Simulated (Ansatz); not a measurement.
## Electronic structure of C2H6ClSi (doublet) in real space

Input

```
crystal:
  periodic: [false, false, false]
  atoms:
    - {symbol: C, position_ang: [0.246826, -1.066997, -0.568913]}
    - {symbol: C, position_ang: [-2.408207, 0.171106, -1.500686]}
    - {symbol: Cl, position_ang: [-1.142863, -2.224447, -3.213254]}
    - {symbol: Si, position_ang: [-1.412565, -1.394711, -1.306579]}
    - {symbol: H, position_ang: [0.829431, -1.838301, -0.051677]}
    - {symbol: H, position_ang: [0.765454, -0.108106, -0.690249]}
    - {symbol: H, position_ang: [-2.140736, -2.420729, -0.507411]}
    - {symbol: H, position_ang: [-1.861522, 0.903417, -2.116002]}
    - {symbol: H, position_ang: [-2.609813, 0.628161, -0.517963]}
    - {symbol: H, position_ang: [-3.372687, -0.032419, -1.991257]}
basis:
  gaussian: {orbitals: def2-TZVPD}
magnetization: {spin_polarized: true, initial_magnetization: 1}
hamiltonian: {xc: {name: PBE0}}
output: {forces: true, orbitals: {seedname: orbitals}}
```

Command:

```sh
ansatz run input.yaml --threads 2 --pin off --max-ram 4350MiB --events-out events.jsonl --progress --plain --runs-dir runs
```

Geometry: r2SCAN-D4/def2-SVP.

All numbers below come from Ansatz, isolated molecule in a Gaussian basis; Kohn-Sham density functional theory, functional PBE0.

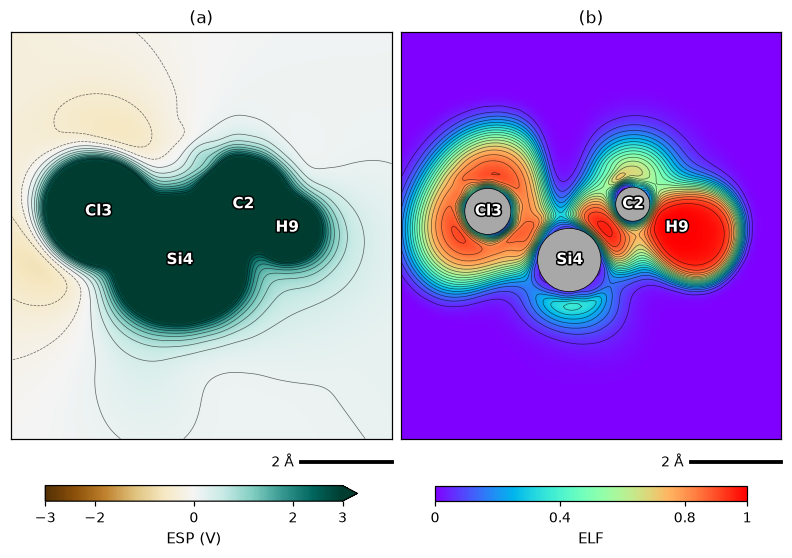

Figure 1. (a) electrostatic potential; (b) ELF on the plane of atoms Si4, C2 and H9. Grey discs cover the atomic cores in the ELF map.

Interpret the plot.

Answer.
- Atoms in the plane: C, Cl, Si and H.
- C–Si (1.87 Å): the ELF peaks at about 0.95 between the atoms (localised, covalent bonding).
- Si–Cl (2.10 Å): the ELF peaks at about 0.85 between the atoms; a polar covalent bond.
- C–H (1.10 Å): the ELF climbs to about 1 towards the hydrogen, as it does in any bond to H (an ordinary covalent bond to hydrogen).
- The ELF also peaks beside Cl3, away from the bonds: non-bonding electrons, paired or unpaired.
- Outside the dense part of the molecule the potential is most negative (−0.7 V) near Cl3.

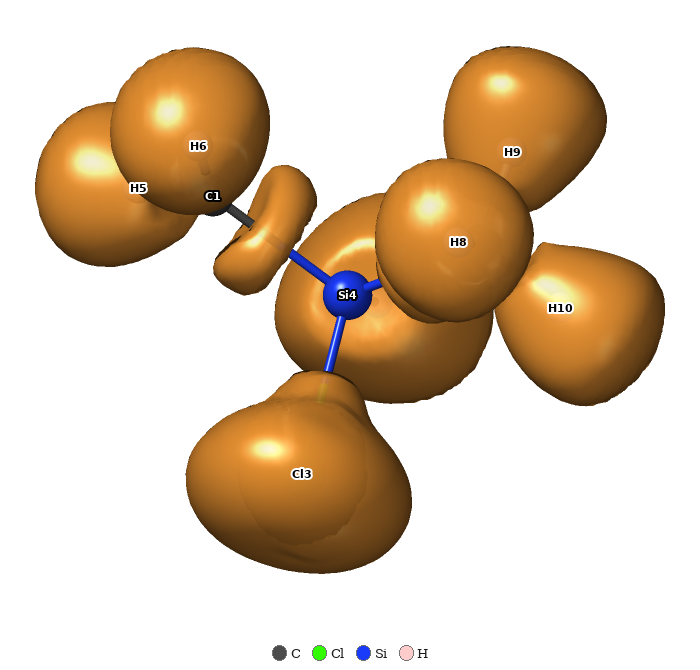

Figure 2. Isosurface of the electron localisation function at 0.8 (orange), seen at a tilt. Core shells and regions of very low density are left out.

Describe the localisation domains.

Answer. The surface consists of two regions between bonded C–Si atoms (shared pairs), six regions around hydrogen nuclei and one region on Cl in which the atom's valence shell and bonds are merged. Profiles from the grid: C–Si (1.85 Å): the ELF peaks at about 0.95 between the atoms; localised, covalent bonding.

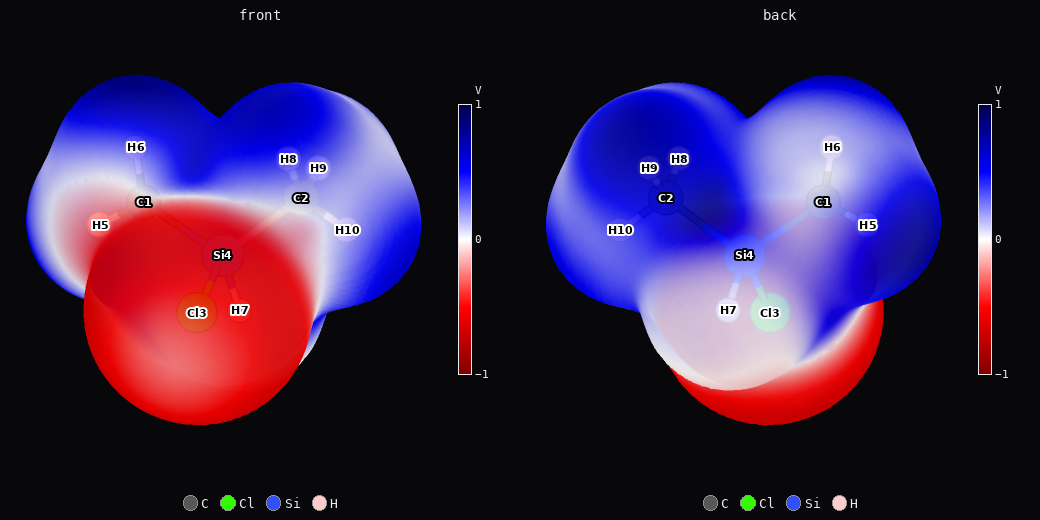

Figure 3. The molecular electrostatic potential painted on the density surface at 0.001 e/bohr³, seen from the front and from behind; red is negative and blue positive.

Describe the electrostatic potential map.

Answer. The most negative region (about −0.7 V) lies over Cl3, the most positive (about +0.8 V) over Si4, H5 and H6.

What dipole moment does the calculation give?

Answer. Its dipole moment is 2.13 D.
